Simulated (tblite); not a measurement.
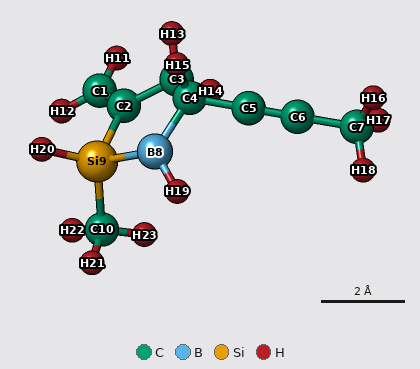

Figure 1. The starting structure (ball-and-stick view, seen at a tilt; atoms are numbered from 1 in the order of the input). Bond lengths as drawn: B–C 1.60 Å, B–H 1.18 Å, B–Si 1.90 Å, C–C 1.21 to 1.53 Å, C–H 1.08 to 1.12 Å, C–Si 1.83 to 1.87 Å and H–Si 1.47 Å.

# Geometry relaxation, with input and output: C8H13BSi (part 1 of 2)

System: C8H13BSi.
Method: GFN2-xTB geometry optimisation, gas phase (tblite 0.8.0).

Log
```
step      E/eV     max force
  0    -722.95442    1.781
  1    -723.10548    1.602
  2    -723.10561    4.061
  3    -723.23349    0.797
  4    -723.27981    0.892
  5    -723.33395    0.909
  6    -723.35398    0.335
  7    -723.37054    0.307
  8    -723.38323    0.511
  9    -723.39430    0.397
 10    -723.40438    0.195
 11    -723.41464    0.284
 12    -723.42401    0.441
 13    -723.43151    0.334
 14    -723.43691    0.171
 15    -723.44092    0.154
 16    -723.44442    0.240
 17    -723.44847    0.232
 18    -723.45404    0.179
 19    -723.46041    0.198
 20    -723.46615    0.182
 21    -723.47002    0.131
 22    -723.47293    0.122
 23    -723.47617    0.129
 24    -723.48015    0.177
 25    -723.48434    0.176
 26    -723.48793    0.125
 27    -723.49077    0.115
 28    -723.49330    0.137
 29    -723.49581    0.161
 30    -723.49793    0.134
 31    -723.49971    0.076
 32    -723.50106    0.080
 33    -723.50231    0.086
 34    -723.50351    0.085
 35    -723.50534    0.094
 36    -723.50708    0.088
 37    -723.50854    0.102
 38    -723.50950    0.077
 39    -723.51030    0.061
 40    -723.51113    0.067
 41    -723.51196    0.064
 42    -723.51269    0.074
 43    -723.51338    0.076
 44    -723.51405    0.065
 45    -723.51465    0.066
 46    -723.51514    0.054
 47    -723.51557    0.054
 48    -723.51609    0.071
 49    -723.51680    0.083
 50    -723.51770    0.092
 51    -723.51868    0.096
 52    -723.51971    0.082
 53    -723.52088    0.097
 54    -723.52233    0.130
 55    -723.52407    0.143
 56    -723.52602    0.119
 57    -723.52804    0.099
 58    -723.52998    0.111
 59    -723.53171    0.094
 60    -723.53318    0.086
 61    -723.53448    0.084
 62    -723.53579    0.104
 63    -723.53710    0.102
 64    -723.53807    0.084
 65    -723.53877    0.110
 66    -723.53957    0.058
 67    -723.54025    0.167
 68    -723.54079    0.121
 69    -723.54147    0.052
 70    -723.54227    0.056
 71    -723.54265    0.051
 72    -723.54356    0.063
 73    -723.54486    0.092
 74    -723.54594    0.067
 75    -723.54685    0.048
 76    -723.54746    0.041
 77    -723.54792    0.055
 78    -723.54832    0.042
 79    -723.54871    0.051
 80    -723.54913    0.055
 81    -723.54964    0.061
 82    -723.55019    0.077
 83    -723.55075    0.071
 84    -723.55131    0.060
 85    -723.55178    0.063
 86    -723.55214    0.058
 87    -723.55246    0.045
 88    -723.55284    0.048
 89    -723.55323    0.040
 90    -723.55323    0.040
 91    -723.55338    0.057
 92    -723.55350    0.159
 93    -723.55371    0.029
 94    -723.55380    0.046
 95    -723.55402    0.079
 96    -723.55422    0.059
 97    -723.55449    0.043
 98    -723.55478    0.059
 99    -723.55503    0.054
100    -723.55521    0.038
101    -723.55534    0.029
102    -723.55547    0.048
103    -723.55561    0.044
104    -723.55572    0.026
105    -723.55582    0.026
106    -723.55595    0.045
107    -723.55611    0.059
108    -723.55628    0.047
109    -723.55641    0.021
110    -723.55651    0.025
111    -723.55662    0.040
112    -723.55674    0.040
113    -723.55688    0.028
114    -723.55700    0.024
115    -723.55713    0.033
116    -723.55729    0.049
117    -723.55750    0.059
118    -723.55772    0.048
119    -723.55791    0.028
120    -723.55806    0.034
121    -723.55821    0.036
122    -723.55837    0.038
123    -723.55851    0.026
124    -723.55860    0.021
125    -723.55866    0.021
126    -723.55871    0.019
127    -723.55876    0.017
128    -723.55879    0.015
129    -723.55881    0.011
130    -723.55882    0.009
131    -723.55884    0.011
132    -723.55886    0.014
133    -723.55887    0.011
134    -723.55889    0.009
135    -723.55890    0.009
136    -723.55891    0.015
137    -723.55893    0.017
138    -723.55896    0.011
139    -723.55897    0.007
140    -723.55899    0.010
141    -723.55900    0.017
142    -723.55903    0.019
143    -723.55906    0.014
144    -723.55908    0.010
145    -723.55910    0.013
146    -723.55912    0.017
147    -723.55915    0.015
148    -723.55917    0.009
149    -723.55918    0.007
150    -723.55919    0.009
151    -723.55920    0.011
152    -723.55922    0.011
153    -723.55923    0.009
154    -723.55925    0.009
155    -723.55926    0.008
156    -723.55927    0.034
157    -723.55928    0.009
158    -723.55929    0.011
159    -723.55929    0.007
160    -723.55930    0.007
161    -723.55930    0.006
162    -723.55931    0.005
163    -723.55931    0.006
164    -723.55932    0.008
165    -723.55933    0.009
166    -723.55934    0.009
167    -723.55935    0.009
168    -723.55936    0.008
169    -723.55937    0.008
170    -723.55938    0.006
171    -723.55939    0.007
172    -723.55940    0.007
173    -723.55941    0.010
174    -723.55942    0.009
175    -723.55943    0.007
176    -723.55944    0.007
177    -723.55945    0.008
178    -723.55946    0.011
179    -723.55947    0.008
180    -723.55948    0.006
181    -723.55948    0.007
182    -723.55949    0.007
183    -723.55950    0.007
184    -723.55950    0.006
185    -723.55951    0.006
186    -723.55952    0.007
187    -723.55952    0.008
188    -723.55953    0.006
189    -723.55953    0.005
190    -723.55954    0.005
191    -723.55954    0.007
192    -723.55955    0.009
193    -723.55956    0.008
194    -723.55957    0.007
195    -723.55958    0.007
196    -723.55958    0.006
197    -723.55959    0.007
198    -723.55960    0.007
199    -723.55961    0.007
200    -723.55962    0.006
201    -723.55962    0.005
202    -723.55963    0.004
203    -723.55963    0.004
204    -723.55963    0.004
```

Trajectory as extended XYZ (Å, eV, eV/Å), 10 of the 12 frames kept, from step=0 to step=204
```
23
Properties=species:S:1:pos:R:3:forces:R:3 step=0 energy=-722.95442
C    -2.1795    2.2476    0.1374   -0.5020   0.3930  -0.1220
C    -1.3243    1.2873    0.4360    0.2970   1.0440  -0.4520
C     0.1664    1.4082    0.1854   -0.3220   0.7810  -0.2160
C     0.9348    0.2568    0.8420    0.5380  -0.7730   0.4100
C     2.0130   -0.2394   -0.0132    0.7380   0.0350  -0.4030
C     2.8942   -0.6367   -0.7389   -0.3530   0.2170   0.2920
C     3.9725   -1.1166   -1.6089   -0.1510  -0.2360   0.3380
B    -0.0511   -0.9390    1.2288    0.5590  -0.6830  -1.0810
Si   -1.8470   -0.3179    1.1521   -0.1740  -0.6410   1.6530
C    -2.8803   -1.2867   -0.0659   -0.6640  -0.2350  -0.5380
H    -1.8468    3.1801   -0.3019   -0.2290   0.0510   0.0460
H    -3.2545    2.1189    0.3223    0.6660   0.2150  -0.1690
H     0.5221    2.3809    0.5963   -0.1570  -0.4660  -0.4520
H     0.3121    1.4190   -0.9235    0.1170  -0.0470   0.7750
H     1.3855    0.6185    1.8005   -0.1050  -0.1100  -0.5300
H     4.9480   -0.9602   -1.0953   -0.5970  -0.1240  -0.4360
H     3.9513   -0.5596   -2.5612    0.0900  -0.2960   0.3990
H     3.8269   -2.2075   -1.8025    0.1890   0.8130   0.0670
H     0.1642   -2.0418    0.8611    0.4940   0.1020   0.5110
H    -2.4773   -0.1696    2.4771   -0.3980   0.1490  -0.0350
H    -3.0416   -2.3056    0.3219   -0.0550   0.4980  -0.4230
H    -3.8561   -0.7808   -0.2097    0.5520  -0.5470  -0.1050
H    -2.3374   -1.3287   -1.0296   -0.5330  -0.1410   0.4720
23
Properties=species:S:1:pos:R:3:forces:R:3 step=18 energy=-723.45404
C    -2.1668    2.3063    0.1372    0.0260   0.0010   0.0580
C    -1.3429    1.3251    0.4729   -0.0040  -0.0350   0.0150
C     0.1357    1.4077    0.1903    0.1210  -0.0920  -0.0080
C     0.9144    0.2071    0.7808    0.1410  -0.0940  -0.0580
C     2.0616   -0.1582   -0.0343    0.0680  -0.0160  -0.0920
C     2.9279   -0.5786   -0.7509    0.0610  -0.0180  -0.0490
C     3.9838   -1.0957   -1.6061   -0.0450   0.0500   0.0360
B    -0.0004   -1.0348    1.1090   -0.0170   0.0080   0.0650
Si   -1.8268   -0.3672    1.2042   -0.0600   0.0020  -0.1040
C    -2.9324   -1.2867   -0.0504   -0.0320  -0.0200  -0.0370
H    -1.8294    3.2228   -0.3230    0.0240   0.0630  -0.0050
H    -3.2239    2.2321    0.3169   -0.0820   0.0050   0.0070
H     0.5562    2.3467    0.5545   -0.0390   0.0710   0.0130
H     0.2724    1.4017   -0.8939    0.0400  -0.0130  -0.0770
H     1.2977    0.4866    1.7779   -0.0030   0.0870  -0.0230
H     4.9600   -0.9642   -1.1311   -0.1080  -0.0050  -0.0500
H     3.9829   -0.5705   -2.5657    0.0050  -0.0570   0.1160
H     3.8185   -2.1627   -1.7869    0.0330   0.1420   0.0170
H     0.4681   -2.1037    1.1164   -0.0350  -0.0570   0.1100
H    -2.6131   -0.1414    2.4266   -0.0140  -0.0250   0.1050
H    -3.1337   -2.2987    0.2823   -0.0140  -0.0460   0.0260
H    -3.8854   -0.7968   -0.2066   -0.0440   0.0670   0.0040
H    -2.4293   -1.3500   -1.0101   -0.0220  -0.0200  -0.0680
23
Properties=species:S:1:pos:R:3:forces:R:3 step=37 energy=-723.50854
C    -2.1262    2.3233    0.1862   -0.0220  -0.0110  -0.0090
C    -1.3338    1.2872    0.4180    0.0300   0.0110   0.0460
C     0.1473    1.3528    0.1282    0.0320  -0.0320  -0.0170
C     0.9278    0.1774    0.7698    0.0300  -0.0180  -0.0110
C     2.0645   -0.2224   -0.0466   -0.0710   0.0710   0.0160
C     2.9512   -0.5774   -0.7714    0.0450  -0.0250  -0.0370
C     4.0276   -1.0456   -1.6234   -0.0300   0.0030   0.0340
B     0.0022   -1.0315    1.1941    0.0430  -0.0530   0.0150
Si   -1.8488   -0.4128    1.1137    0.0240   0.0040   0.0010
C    -3.0382   -1.2948   -0.0964    0.0410   0.0210   0.0170
H    -1.7689    3.2637   -0.2095    0.0380   0.0130   0.0040
H    -3.1846    2.2716    0.3726   -0.0490  -0.0080   0.0240
H     0.5559    2.3126    0.4576    0.0000  -0.0300  -0.0200
H     0.2870    1.3087   -0.9563   -0.0070  -0.0270  -0.0260
H     1.3427    0.5216    1.7336   -0.0330   0.0300  -0.0080
H     4.9913   -0.8950   -1.1355   -0.0180   0.0080  -0.0010
H     4.0263   -0.5077   -2.5724   -0.0210   0.0030   0.0380
H     3.8952   -2.1102   -1.8216    0.0300   0.0110  -0.0200
H     0.4943   -2.0435    1.5120   -0.0280  -0.0110  -0.0090
H    -2.5843   -0.2183    2.3849   -0.0210   0.0250  -0.0250
H    -3.2791   -2.2921    0.2613   -0.0120   0.0380  -0.0100
H    -3.9680   -0.7450   -0.2090    0.0380  -0.0240  -0.0020
H    -2.5863   -1.3957   -1.0798   -0.0380  -0.0010  -0.0010
23
Properties=species:S:1:pos:R:3:forces:R:3 step=74 energy=-723.54594
C    -2.0310    2.3763    0.3467   -0.0080  -0.0010   0.0140
C    -1.3308    1.2564    0.4353    0.0020   0.0400  -0.0120
C     0.0759    1.1415   -0.0837    0.0020   0.0200  -0.0440
C     0.8788    0.0916    0.7232   -0.0110   0.0300   0.0000
C     2.0755   -0.2816   -0.0079   -0.0600   0.0280   0.0120
C     3.0028   -0.5611   -0.7139    0.0130  -0.0350  -0.0440
C     4.1092   -0.9221   -1.5755    0.0020  -0.0140   0.0030
B    -0.0405   -1.0844    1.2465    0.0280  -0.0220  -0.0160
Si   -1.8799   -0.4145    1.1609    0.0180  -0.0410   0.0410
C    -3.0520   -1.2402   -0.1027   -0.0380  -0.0040  -0.0030
H    -1.6380    3.2859   -0.0861    0.0290   0.0000   0.0020
H    -3.0463    2.4292    0.7006   -0.0330   0.0070   0.0260
H     0.5835    2.1107   -0.0917    0.0000  -0.0490  -0.0010
H     0.0207    0.7948   -1.1213    0.0320   0.0170  -0.0210
H     1.2012    0.5798    1.6601    0.0050  -0.0160   0.0210
H     5.0606   -0.7322   -1.0800    0.0070   0.0110   0.0110
H     4.0635   -0.3347   -2.4929    0.0270   0.0090   0.0000
H     4.0503   -1.9794   -1.8348    0.0140  -0.0140   0.0060
H     0.4269   -2.0938    1.6124   -0.0120   0.0500  -0.0180
H    -2.6465   -0.1759    2.4010   -0.0380  -0.0030   0.0110
H    -3.3961   -2.2072    0.2489    0.0380  -0.0340   0.0050
H    -3.9307   -0.6279   -0.2738   -0.0200   0.0460  -0.0040
H    -2.5617   -1.3844   -1.0615    0.0030  -0.0270   0.0100
```
